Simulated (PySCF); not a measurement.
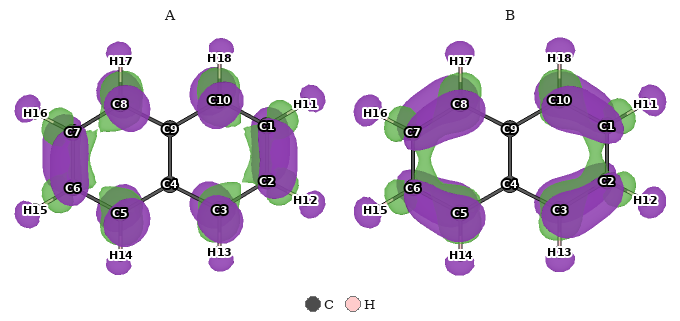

Figure. C10H8, SMILES `c1ccc2ccccc2c1`. The two Fukui functions at ±0.02 e/Å³ (purple positive, green negative).

Method: PBE/def2-SVP; geometry: GFN2-xTB; program: PySCF. No frequency check shows the geometry to be a minimum.

Question: Which panel is f⁻ (electron removed) and which f⁺ (electron added)?

Answer: A is f⁺, B is f⁻. f⁻ (Hirshfeld-condensed) is largest on C3, C5, C8 and C10 (0.09 each) and C1, C2, C6 and C7 (0.07 each); the vertical ionisation energy is 7.91 eV (the stability of the cation's solution wasn't checked). f⁺ (Hirshfeld-condensed) is largest on C3, C5, C8 and C10 (0.08 each) and C1, C2, C6 and C7 (0.07 each); the vertical electron affinity is −0.54 eV (the stability of the anion's solution wasn't checked; negative, but this basis has no diffuse functions, so it doesn't show that the anion is unbound).

Question: What chemical potential and hardness follow from the two energies?

Answer: μ = −(I + A)/2 = −3.68 eV and η = I − A = 8.45 eV.
